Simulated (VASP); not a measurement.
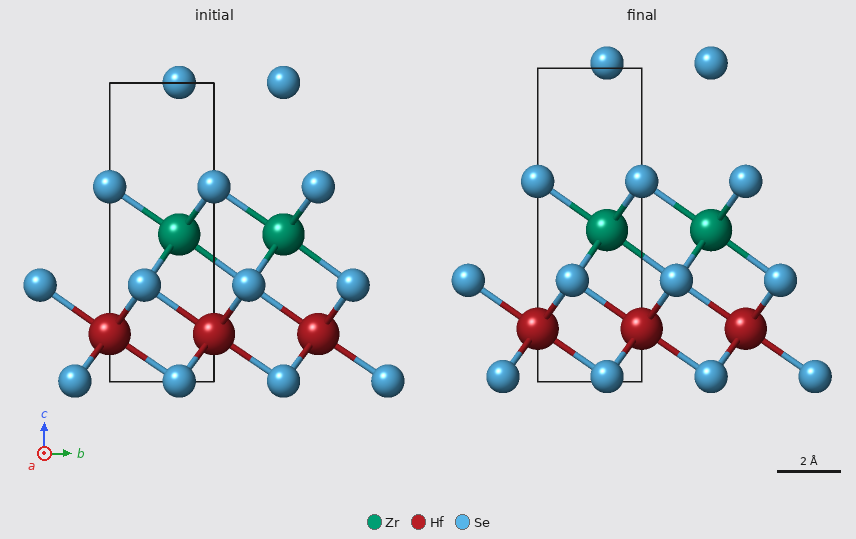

The structure of solid HfZrSe3 (a generated structure, set up in P3m1) before (left) and after (right) a relaxation, at one scale.

Style: ball-and-stick. Shown: the cell of the calculation, repeated 1 × 2 × 1 with one cell outlined, along the a axis.

The run lets cell and atoms move.

Method: VASP 6.6.1, Kohn-Sham DFT of a periodic cell, PBE, VASP PAW PBE potentials, recommended.

The input:
```
ALGO = Normal
EDIFF = 1E-6
EDIFFG = -0.01
ENCUT = 520
GGA = PE
IBRION = 2
ISIF = 3
ISMEAR = 0
KPAR = 4
LASPH = T
LCHARG = F
LREAL = F
LWAVE = F
NELM = 120
NSW = 90
PREC = Accurate
SIGMA = 0.1
```

Run as
```bash
cat potpaw_PBE.64/Zr_sv/POTCAR potpaw_PBE.64/Hf_pv/POTCAR potpaw_PBE.64/Se/POTCAR > POTCAR
mpirun -np 4 vasp_std > vasp.out
```

**Describe what moved and what it gained.**

After 26 geometry steps the energy has fallen by 3.8 meV per atom. The largest force component goes from 0.31 to 0.0044 eV/Å. Pressure: 0.22 GPa at the start and 0.01 GPa at the end. A Se atom moves most relative to the cell: 0.14 Å along +c. Largest moves by element: Se 0.14 Å, Zr 0.10 Å, Hf 0.09 Å. Cell: a = b 3.844 → 3.834 Å (−0.3 %), c 9.529 → 10.005 Å (+5.0 %). Volume +4.4 %. Some distances before and after: Hf–Se 2.714 → 2.698 Å, Se–Zr 2.690 → 2.705 Å, Se–Zr 2.747 → 2.733 Å, Hf–Se 2.678 → 2.689 Å. The space group stays P3m1 (No. 156). It ran on 4 threads of Intel(R) Xeon(R) Platinum 8488C (Sapphire Rapids), on a shared host.
